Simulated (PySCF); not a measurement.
NMR shielding calculation of C5H5NO3

The run: NMR shielding calculation of C5H5NO3. Method and program: GIAO PBE0/pcSseg-1 NMR shielding, non-relativistic, gas phase (PySCF 2.14.0).

The geometry comes from this level: GFN2-xTB, MD frame at 800 fs, 300 K. It belongs to a series of runs on one base structure; here: MD frame at 800 fs, 300 K. Figures and captions count atoms from 1; the log counts them from 0 in places.

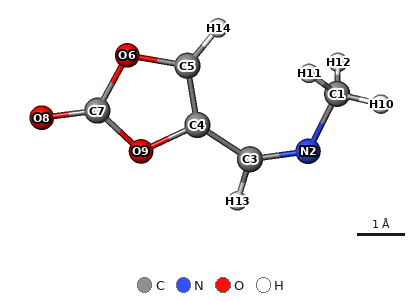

Figure 1. The input geometry (ball-and-stick view, seen at a tilt; atoms are numbered from 1 in the order of the input). Bond lengths as drawn: C–C 1.35 to 1.45 Å, C–H 1.07 to 1.08 Å, C–N 1.26 to 1.48 Å and C–O 1.22 to 1.37 Å.

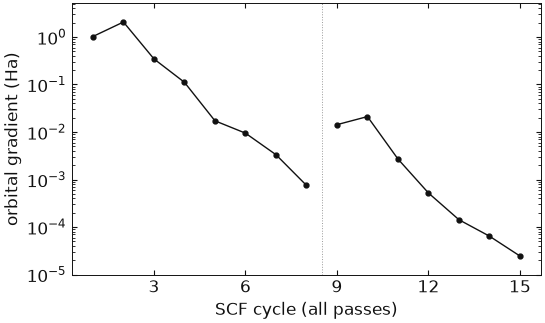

Figure 2. Convergence of the self-consistent field: orbital gradient against the SCF cycle. The dotted line marks the change from a coarse to the final integration grid. The first 8 cycles use a coarse grid, the final grid takes over at cycle 9, and the field converges after 15 cycles in all.

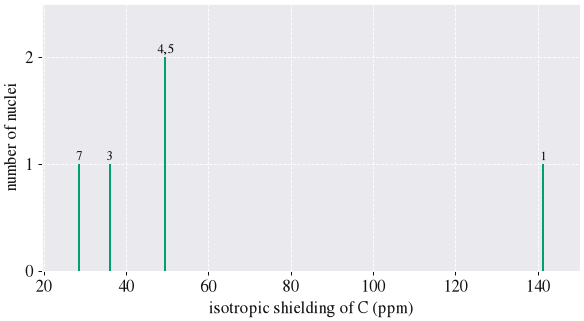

Figure 3. Isotropic shieldings of the carbon nuclei in this fixed geometry, labelled by atom number; shielding grows to the right, so chemical shift grows to the left. The least shielded is C7 (28.6 ppm), the most shielded C1 (141.3 ppm).

The input that produced these results follows, with the program's output.

### The input
```
{"job": {"kind": "nmr", "xc": "PBE0", "basis": "pcSseg-1", "pop": false}, "charge": 0, "multiplicity": 1}
C     -2.147500    -0.854400     0.328200
N     -1.633300     0.531300     0.455200
C     -0.405900     0.746200     0.652600
C      0.783500    -0.059400     0.831500
C      1.110600    -1.354800     0.609900
O      2.417100    -1.478400     0.620900
C      2.950500    -0.272300     0.991200
O      4.128100     0.033800     0.966200
O      1.938600     0.564900     1.091900
H     -3.103800    -0.943200     0.789800
H     -1.509000    -1.548800     0.825300
H     -2.100500    -1.069100    -0.721700
H     -0.216000     1.806600     0.599300
H      0.522800    -2.231200     0.409800
```

The first line tells a small driver script what to run in PySCF; the rest is the geometry in Å.

Command:
```bash
OMP_NUM_THREADS=1 python <driver script> task.json out
```

### What the program printed
```
coarse grid: 12856 points
cycle   1  E = -473.0457737158  dE =  2.145e+00  |g| = 1.024e+00  |ddm| = 3.624e+00
cycle   2  E = -472.4227098547  dE =  6.231e-01  |g| = 2.067e+00  |ddm| = 2.300e+00
cycle   3  E = -473.2275171623  dE = -8.048e-01  |g| = 3.459e-01  |ddm| = 1.717e+00
cycle   4  E = -473.2476137283  dE = -2.010e-02  |g| = 1.112e-01  |ddm| = 2.725e-01
cycle   5  E = -473.2496243597  dE = -2.011e-03  |g| = 1.721e-02  |ddm| = 6.802e-02
cycle   6  E = -473.2496746159  dE = -5.026e-05  |g| = 9.463e-03  |ddm| = 1.965e-02
cycle   7  E = -473.2496907232  dE = -1.611e-05  |g| = 3.333e-03  |ddm| = 9.252e-03
cycle   8  E = -473.2496930265  dE = -2.303e-06  |g| = 7.533e-04  |ddm| = 3.947e-03
final grid: 127520 points
cycle   9  E = -473.3327136294  dE = -2.623e-05  |g| = 1.427e-02  |ddm| = 2.704e-02
cycle  10  E = -473.3326699920  dE =  4.364e-05  |g| = 2.112e-02  |ddm| = 2.332e-02
cycle  11  E = -473.3327488278  dE = -7.884e-05  |g| = 2.703e-03  |ddm| = 1.466e-02
cycle  12  E = -473.3327501498  dE = -1.322e-06  |g| = 5.203e-04  |ddm| = 1.825e-03
cycle  13  E = -473.3327501946  dE = -4.483e-08  |g| = 1.424e-04  |ddm| = 4.001e-04
cycle  14  E = -473.3327501981  dE = -3.505e-09  |g| = 6.419e-05  |ddm| = 1.330e-04
cycle  15  E = -473.3327501988  dE = -7.369e-10  |g| = 2.452e-05  |ddm| = 8.649e-05
converged SCF energy = -473.3327501988

GIAO shielding tensors (ppm)
atom      isotropic    diamagn.    paramagn.     s11        s22        s33       span
  0 C      141.332     253.165    -111.833    117.829    130.338    175.828     57.999
  1 N     -128.467     327.738    -456.205   -502.744   -158.091    275.434    778.178
  2 C       36.094     248.563    -212.469    -64.183     52.168    120.296    184.478
  3 C       49.486     259.398    -209.911    -29.858     70.465    107.851    137.709
  4 C       49.662     257.562    -207.900    -20.636     55.187    114.436    135.072
  5 O       85.609     397.403    -311.795    -69.317    111.133    215.011    284.328
  6 C       28.594     250.216    -221.622    -68.802     37.047    117.536    186.338
  7 O       21.380     393.080    -371.700   -156.008    -78.656    298.804    454.812
  8 O      112.096     399.781    -287.684    -26.468    133.467    229.291    255.759
  9 H       28.095      29.776      -1.681     25.082     27.149     32.053      6.971
 10 H       29.471      34.390      -4.919     25.593     30.867     31.953      6.361
 11 H       28.862      32.033      -3.171     26.300     27.104     33.181      6.882
 12 H       23.475      30.142      -6.667     19.039     24.472     26.913      7.874
 13 H       24.267      32.740      -8.473     21.415     23.915     27.472      6.057
```

### Summary

| quantity | value |
| --- | --- |
| outcome | converged |
| total energy | −473.332750 hartree |
| HOMO | −7.40 eV |
| LUMO | −1.90 eV |
| dipole moment | 4.20 D |
| isotropic shielding, C | 28.6 to 141.3 ppm |
| isotropic shielding, N | −128.5 ppm |
| isotropic shielding, O | 21.4 to 112.1 ppm |
| isotropic shielding, H | 23.5 to 29.5 ppm |
| hardware | 1 CPU thread, shared host |
| wall time | 33 s |
| peak memory | 0.82 GiB |
